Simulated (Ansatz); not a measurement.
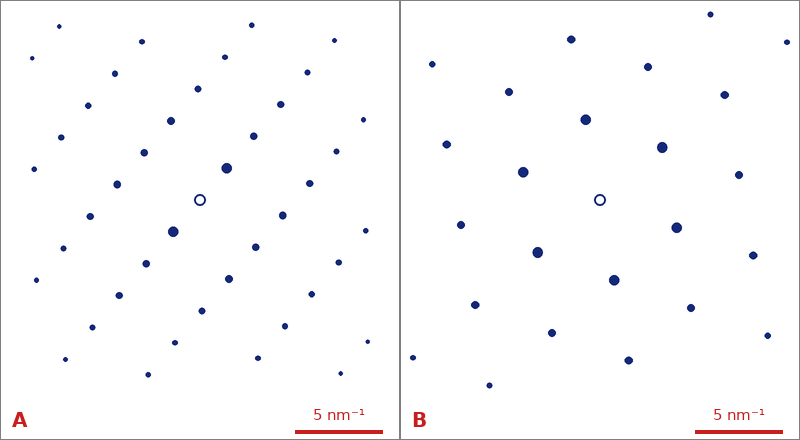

Kinematic electron diffraction patterns (120 kV, B = 0.5 Å², same scale, each along a low-index zone) of two structures of composition GaH3, each relaxed at zero pressure with DFT PBE, scalar-relativistic, plane waves, PAW in Ansatz.

The structures (standard cells):
1. Pm-3m (No. 221), a = 3.016 Å, 4 atoms; generated start, possibly hypothetical
2. P6_3/mcm (No. 193), a = 4.814 Å, c = 4.754 Å (hexagonal axes), 8 atoms; generated start, possibly hypothetical

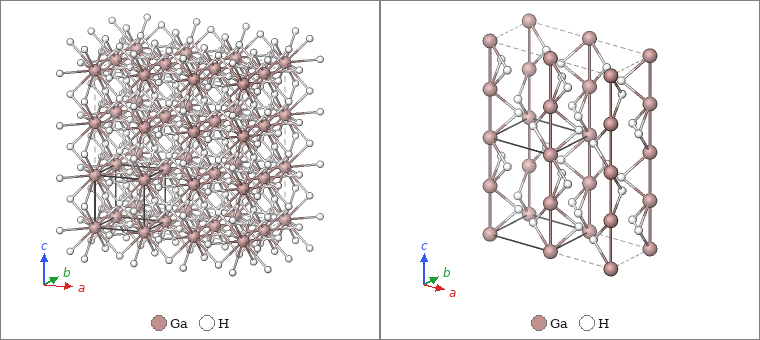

Drawings of the structures 1 to 2, from left to right (each may span several cells).

### Which pattern belongs to which structure, and along which zone?

A is structure 2 along [100] or an equivalent direction: rectangular net of 0 1 0 at d = 4.17 Å and 0 0 2 at d = 2.38 Å, 90.0° apart (some points of this net are extinct or too weak to see). B is structure 1 along [111] or an equivalent direction: hexagonal net of -1 1 0 at d = 2.13 Å and -1 0 1 at d = 2.13 Å, 60.0° apart.

### Rank the structures by their computed energy.

Structure 2 (P6_3/mcm, 11.93 Å³ an atom) is the lowest of these; structure 1 (Pm-3m, 6.86 Å³ an atom) lies about 250 meV an atom higher. These are static energies at 0 K; other structures, not shown, may lie lower still.
